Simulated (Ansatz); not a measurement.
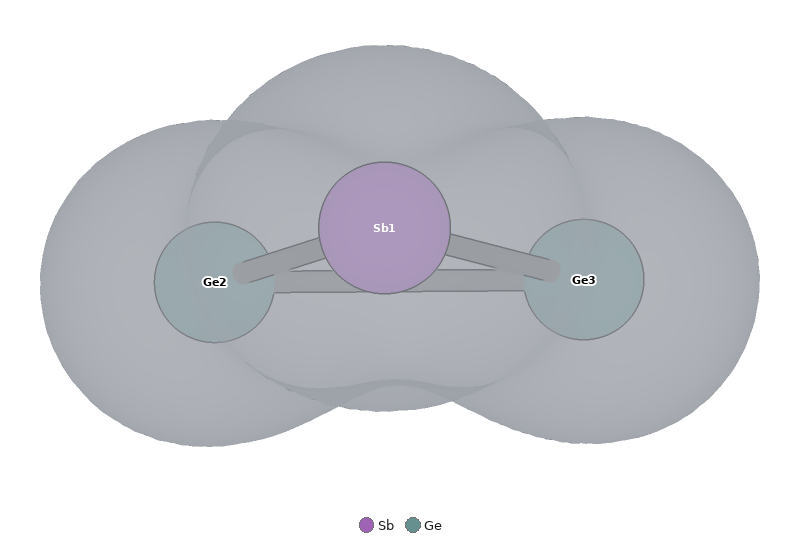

Figure. Ge$_{2}$Sb (doublet). Isosurface of the electron density at 0.2 e/Å³ (grey), seen from one side.

Geometry: PBE0-D4/def2-TZVP; core potentials replace the inner electrons of Sb.

All numbers below come from Ansatz 0.2.0, UKS PBE0-D4/def2-TZVP.

The calculation's input:

```
crystal:
  periodic: [false, false, false]
  atoms:
    - {symbol: Sb, position_ang: [0.442956, 0.078159, 1.391728]}
    - {symbol: Ge, position_ang: [0.853709, -0.684113, -0.999570]}
    - {symbol: Ge, position_ang: [-1.296665, 0.605953, -0.392157]}
basis:
  gaussian: {orbitals: def2-TZVP, initial_orbitals: start.molden}
magnetization: {spin_polarized: true, initial_magnetization: 1}
hamiltonian: {xc: pbe0, dispersion: d4}
scf: {omitted_lower_state_checks: [starts]}
output: {orbitals: {seedname: orbitals}}
```

Command:

```sh
ansatz run in.yaml --threads 4 --pin off --events-out ev --progress --plain --max-ram 3916MiB
```

**What does this surface tell about the bonding?**

At this value the surface is in one piece. It bridges the sampled Ge–Sb (2.54 Å) and Ge–Ge (2.58 Å) contacts, where the density stays above the isovalue. On the grid the lowest density along these lines, outside the cores, is 0.5 e/Å³ (Ge–Sb, 2.54 Å) and 0.37 e/Å³ (Ge–Ge, 2.58 Å).
